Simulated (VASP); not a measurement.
Band structure of NbAl (relaxed from the rock salt structure, space group Fm-3m). These are PBE GGA, VASP's PBE PAW potentials (set 64) (plane waves; VASP) values and carry that method's errors.

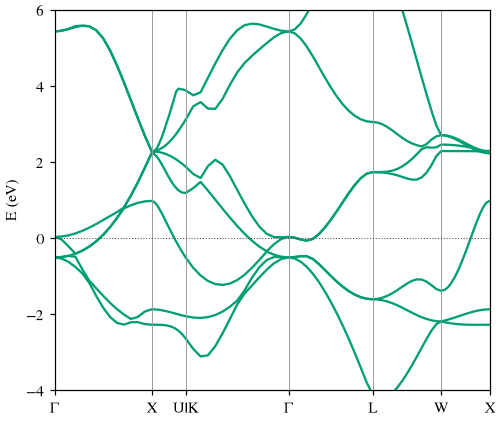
*Bands along high-symmetry lines, zero at the valence-band maximum or, without a gap, the Fermi level*

Problem. Read the plot: is there a gap, and where are the band edges?

Solution. It has no gap at this level: it comes out as a metal or semimetal. (Edges off the drawn lines would not show.)

The structure was generated: NbAl was put into the rock salt type (Fm-3m), which need not be its known phase. It was relaxed first, which changed the volume by -37 %.
